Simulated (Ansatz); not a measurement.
**CCSD/STO-3G run of BCl (SMILES [B]Cl)**

Aim: the vertical electron affinity of BCl at CCSD/STO-3G, from 2 runs. 

Program for the calculation: Ansatz 0.2.0.

40 further runs of the same task are left out: 1 that didn't finish, 39 set aside as unsound or not needed.

### 1 The system as given

The species is BCl (2 atoms), meant as a singlet with charge 0. SMILES: `[B]Cl`. Geometry: relaxed at PBE0-D4/def2-TZVP.

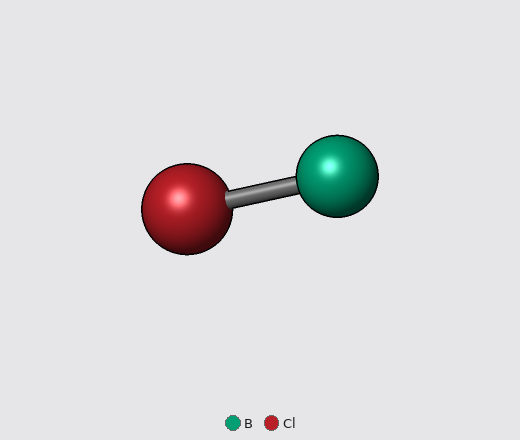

The structure, seen from a chosen angle (boron teal, chlorine red).

### 2 The energy at CCSD/STO-3G

Contents of input.yaml:

```yaml
crystal:
  periodic: [false, false, false]
  atoms:
    - {symbol: B, position_ang: [-0.000000, -0.000000, -0.069660]}
    - {symbol: Cl, position_ang: [0.000000, 0.000000, 1.648190]}
basis:
  gaussian:
    orbitals: STO-3G
total_charge: 0
correlation:
  method: ccsd
  frozen_orbitals: {B: 1, Cl: 5}
accuracy: high
scf:
  omitted_lower_state_checks: [cluster_reference, increment]
```

Command:

```console
$ ansatz run input.yaml --threads 1 --pin off --max-ram 3480MiB --events-out events.jsonl --progress --plain --runs-dir runs
```

Log:

```text
Warning: RAYON_NUM_THREADS=1 ignored (pool sized by the plan → 1); use --threads N
Functional definition: HF
  name "HF"
  exchange = exact_x
  correlation = 0
these checks for a lower state are left out or cut short: cluster_reference, increment
224 factors; integrals over basis functions are off by at most 2.1e-8 eV
mean field evaluation 1: about -13029.3769 eV, gradient 1.2e1 eV
mean field evaluation 2: about -13029.3991 eV, gradient 1.2e1 eV
mean field evaluation 4: about -13030.1966 eV, gradient 5.9e-1 eV
mean field evaluation 8: about -13030.1981 eV, gradient 7.4e-6 eV
mean field -13030.19805870 eV, -478.8509464717 hartree, gradient 5.6e-9 eV, S^2 0.000000; 0 other end points of the search recorded, 0 dependent functions left out; unrestricted orbitals would lower it
6 core orbitals not correlated: weight in the atoms' cores, before any rotation towards them, 1.000 or more for the frozen orbitals, at most 0.000 for the correlated occupied ones
reference -13030.19805870 eV, -478.8509464717 hartree; 5, 5 occupied and 3, 3 virtual orbitals, 224 factors
second order -1.07317239 eV of doubles, -0.00000000 eV of singles
cycle   1  -1.34540480 eV  change   -2.7e-1 eV  update   8.2e-2
cycle   2  -1.59319990 eV  change   -2.5e-1 eV  update   3.9e-2
cycle   3  -1.68899519 eV  change   -9.6e-2 eV  update   1.6e-2
cycle   4  -1.68882487 eV  change    1.7e-4 eV  update   4.0e-3
cycle   5  -1.69227804 eV  change   -3.5e-3 eV  update   8.7e-4
cycle   6  -1.69107023 eV  change    1.2e-3 eV  update   1.8e-4
cycle   7  -1.69122316 eV  change   -1.5e-4 eV  update   3.4e-5
cycle   8  -1.69126834 eV  change   -4.5e-5 eV  update   7.0e-6
cycle   9  -1.69125370 eV  change    1.5e-5 eV  update   2.2e-6
cycle  10  -1.69125413 eV  change   -4.3e-7 eV  update   2.3e-7
cycle  11  -1.69125409 eV  change    4.0e-8 eV  update   5.2e-8
cycle  12  -1.69125401 eV  change    8.5e-8 eV  update   3.0e-8
cycle  13  -1.69125411 eV  change   -1.1e-7 eV  update   7.1e-8
cycle  14  -1.69125431 eV  change   -2.0e-7 eV  update   3.9e-8
cycle  15  -1.69125431 eV  change   -2.1e-9 eV  update   1.3e-8
cycle  16  -1.69125432 eV  change   -1.2e-8 eV  update   6.8e-9
cycle  17  -1.69125433 eV  change   -5.6e-9 eV  update   2.9e-9
cycle  18  -1.69125433 eV  change    1.8e-9 eV  update  8.3e-10
cycle  19  -1.69125433 eV  change   6.2e-10 eV  update  2.3e-10
Total energy: -13031.88931302 eV, -478.9130989218 hartree
Checks for a lower state left out: cluster_reference, increment
```

It took 0.14 s on 1 thread of Intel Xeon Platinum 8488C (Sapphire Rapids), shared host.

### 3 The doublet anion, same level

Contents of job.yaml:

```yaml
crystal:
  periodic: [false, false, false]
  atoms:
    - {symbol: B, position_ang: [-0.000000, -0.000000, -0.069660]}
    - {symbol: Cl, position_ang: [0.000000, 0.000000, 1.648190]}
basis:
  gaussian:
    orbitals: STO-3G
total_charge: -1
magnetization:
  spin_polarized: true
  initial_magnetization: 1
correlation:
  method: ccsd
  frozen_orbitals: {B: 1, Cl: 5}
accuracy: high
scf:
  omitted_lower_state_checks: [cluster_reference, increment]
```

Command:

```console
$ ansatz run job.yaml --threads 1 --pin off --max-ram 3480MiB --events-out events.jsonl --progress --plain --runs-dir runs
```

Log:

```text
Warning: RAYON_NUM_THREADS=1 ignored (pool sized by the plan → 1); use --threads N
[... 4 set-up lines as earlier in the session ...]
these checks for a lower state are left out or cut short: cluster_reference, increment
224 factors; integrals over basis functions are off by at most 2.1e-8 eV
mean field evaluation 1: about -13024.1691 eV, gradient 5.1e0 eV
mean field evaluation 2: about -13024.2057 eV, gradient 5.1e0 eV
mean field evaluation 4: about -13024.3998 eV, gradient 3.5e-1 eV
mean field evaluation 8: about -13024.4016 eV, gradient 4.4e-7 eV
mean field evaluation 16: about -13024.4325 eV, gradient 6.1e-7 eV
mean field evaluation 32: about -13024.4016 eV, gradient 6.8e-4 eV
mean field -13024.43251430 eV, -478.6390666231 hartree, gradient 5.0e-8 eV, S^2 0.940509; 6 other end points of the search recorded, 0 dependent functions left out
6 core orbitals not correlated: weight in the atoms' cores, before any rotation towards them, 1.000 or more for the frozen orbitals, at most 0.000 for the correlated occupied ones
reference -13024.43251430 eV, -478.6390666231 hartree; 6, 5 occupied and 2, 3 virtual orbitals, 224 factors
second order -0.43433931 eV of doubles, -0.00000000 eV of singles
cycle   1  -0.58132567 eV  change   -1.5e-1 eV  update   5.0e-2
cycle   2  -0.74115325 eV  change   -1.6e-1 eV  update   3.4e-2
cycle   3  -0.80960748 eV  change   -6.8e-2 eV  update   2.1e-2
cycle   4  -0.84415121 eV  change   -3.5e-2 eV  update   1.3e-2
cycle   5  -0.85778931 eV  change   -1.4e-2 eV  update   7.9e-3
cycle   6  -0.86045669 eV  change   -2.7e-3 eV  update   5.8e-3
cycle   7  -0.87176068 eV  change   -1.1e-2 eV  update   4.9e-3
cycle   8  -0.88502705 eV  change   -1.3e-2 eV  update   3.3e-3
cycle   9  -0.88401379 eV  change    1.0e-3 eV  update   1.2e-3
cycle  10  -0.88557239 eV  change   -1.6e-3 eV  update   4.9e-4
cycle  11  -0.88504009 eV  change    5.3e-4 eV  update   1.6e-4
cycle  12  -0.88520240 eV  change   -1.6e-4 eV  update   5.6e-5
cycle  13  -0.88517264 eV  change    3.0e-5 eV  update   2.5e-5
cycle  14  -0.88517025 eV  change    2.4e-6 eV  update   7.1e-6
cycle  15  -0.88517632 eV  change   -6.1e-6 eV  update   2.1e-6
cycle  16  -0.88517590 eV  change    4.2e-7 eV  update   6.5e-7
cycle  17  -0.88517552 eV  change    3.8e-7 eV  update   2.5e-7
cycle  18  -0.88517560 eV  change   -8.4e-8 eV  update   6.4e-8
cycle  19  -0.88517563 eV  change   -3.0e-8 eV  update   3.7e-8
cycle  20  -0.88517570 eV  change   -6.5e-8 eV  update   4.1e-8
cycle  21  -0.88517585 eV  change   -1.5e-7 eV  update   1.4e-7
cycle  22  -0.88517614 eV  change   -2.9e-7 eV  update   8.7e-8
cycle  23  -0.88517623 eV  change   -9.6e-8 eV  update   4.9e-8
cycle  24  -0.88517629 eV  change   -6.3e-8 eV  update   2.4e-8
cycle  25  -0.88517632 eV  change   -2.2e-8 eV  update   1.1e-8
cycle  26  -0.88517632 eV  change   -5.8e-9 eV  update   3.6e-9
cycle  27  -0.88517632 eV  change  -3.5e-10 eV  update   1.6e-9
cycle  28  -0.88517632 eV  change  -1.1e-10 eV  update   1.0e-9
Total energy: -13025.31769062 eV, -478.6715962529 hartree
Checks for a lower state left out: cluster_reference, increment
```

It took 0.2 s on 1 thread of Intel Xeon Platinum 8488C (Sapphire Rapids), shared host.

### 4 What came out

Level: CCSD/STO-3G, 6 core orbitals frozen.

```
                                                  quantity          value
                                 singlet BCl: total energy  -478.91310 Eh
  singlet BCl: correlation energy (6 core orbitals frozen)      -62.2 mEh
                                singlet BCl: T1 diagnostic          0.015
                               doublet anion: total energy  -478.67160 Eh
doublet anion: correlation energy (6 core orbitals frozen)      -32.5 mEh
          doublet anion: ⟨S²⟩ of the reference determinant          0.941
                              doublet anion: T1 diagnostic          0.055
         vertical electron affinity (to the doublet anion)      -6.572 eV
```

The anion lies 6.57 eV (152 kcal/mol) above the neutral: the electron isn't bound at this level, and such a value depends on the basis. Without diffuse functions anions come out too high. In a minimal basis such a difference can be off by several eV, whatever the method. The restricted solution (singlet BCl) is unstable to spin breaking: an unrestricted one lies lower. ⟨S²⟩ (doublet anion) is 0.94 where a pure doublet has 0.75: the reference is spin-contaminated. The T1 diagnostic (doublet anion) of 0.055 is above the customary mark for such species, so a single reference may not serve.
